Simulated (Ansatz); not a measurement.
**CH4F2O2Si: density, localisation and related maps**

```xyz
10

Si   -0.0375   -0.0776    0.1209
O    -0.0614    0.1820    1.7890
C    -1.1282   -0.2832    2.6859
H    -1.5043   -1.2709    2.3747
H    -0.6770   -0.3453    3.6854
H    -1.9538    0.4478    2.6971
F     1.5567   -0.3222   -0.3598
F    -0.5320    1.2749   -0.7620
O    -1.0338   -1.4067   -0.2239
H    -1.2305   -1.7527   -1.1172
```

Theory: Ansatz 0.2.0, RKS PBE/6-31G.

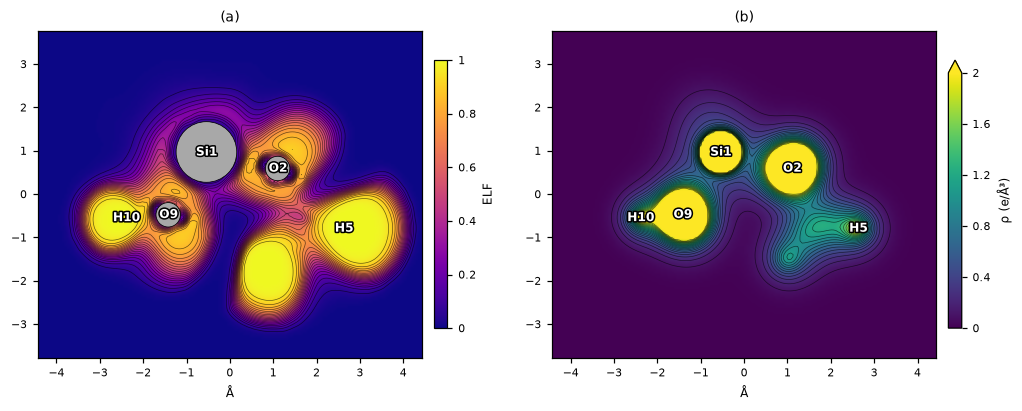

Figure 1. (a) electron localisation function; (b) total electron density on the plane of atoms Si1, O9 and H10. Grey discs cover the atomic cores in the ELF map.

Question: What does the map show?

Answer: The section cuts through Si, O and H sites. Si–O (1.69 Å): ρ is about 0.89 e/Å³ halfway; the ELF peaks at about 0.85 between the atoms; a shared but strongly polarised pair. O–H (0.98 Å): ρ at the midpoint is about 3.3 e/Å³; the ELF climbs to about 1 towards the hydrogen, as it does in any bond to H (an ordinary covalent bond to hydrogen). The ELF also peaks beside O9 and O2, away from the bonds: lone-pair regions.

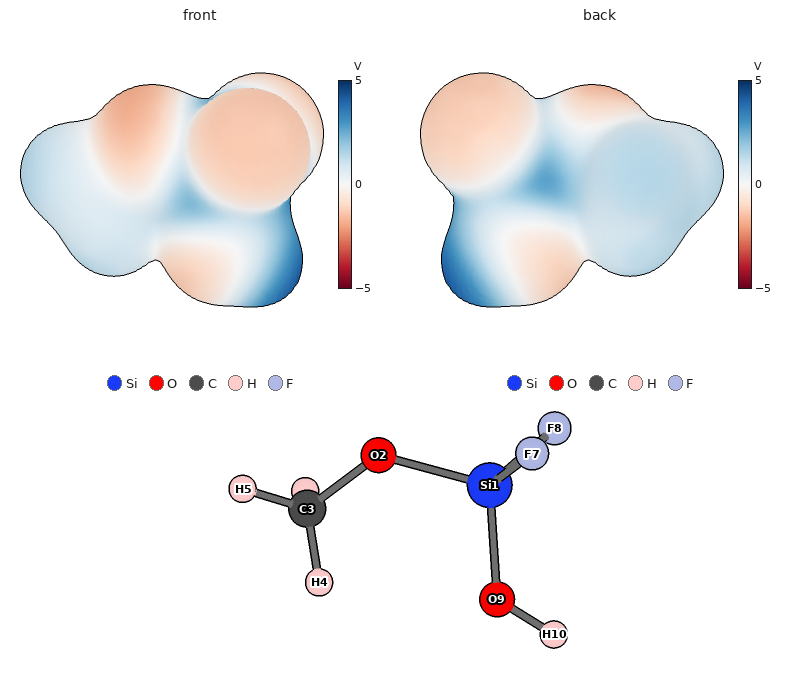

Figure 2. The electrostatic potential painted on the density surface at 0.004 e/bohr³, seen from the front and from behind; red is negative and blue positive. The bare structure is drawn below in the same view.

Question: Which sites attract a positive test charge, and which a negative one?

Answer: A positive charge is drawn to the negative regions and a negative charge to the positive ones. The most negative region (about −1.8 V) lies over O2, the most positive (about +4.1 V) over H10. O2 is the likeliest acceptor of a hydrogen bond.

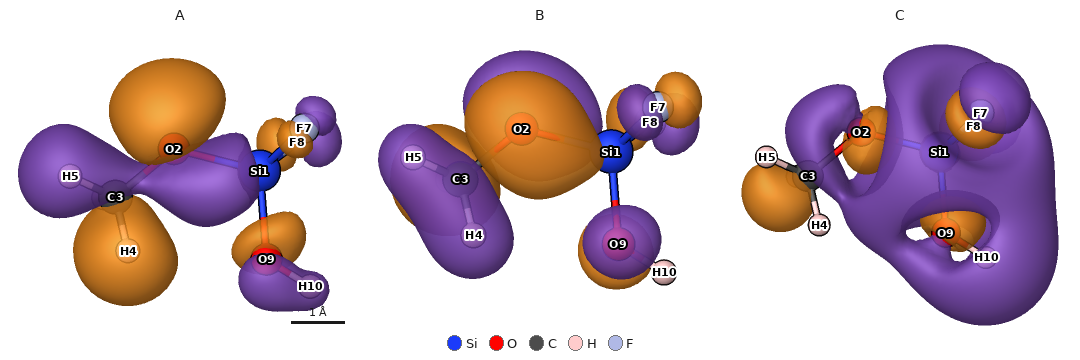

Figure 3. Three frontier orbitals at ±0.06 Å⁻³ᐟ² (orange and purple are the two phases), in no order.

Question: Which picture is the HOMO−1, the HOMO and the LUMO?

Answer: A is the HOMO−1 (−7.79 eV). By Hirshfeld shares it lies mainly on O2 (about 60 %), C3 (about 15 %), Si1 (about 5 %) and H4 (about 5 %). B is the HOMO (−7.13 eV). It lies mainly on O2 (about 65 %), C3 (about 10 %) and H6 (about 5 %). C is the LUMO (−1.58 eV). By Hirshfeld shares it lies mainly on Si1 (about 35 %), O9 (about 15 %), O2 (about 10 %), F8 (about 10 %), F7 (about 10 %) and H10 (about 10 %).

Question: What is the HOMO–LUMO gap?

Answer: 5.55 eV between the orbital energies.
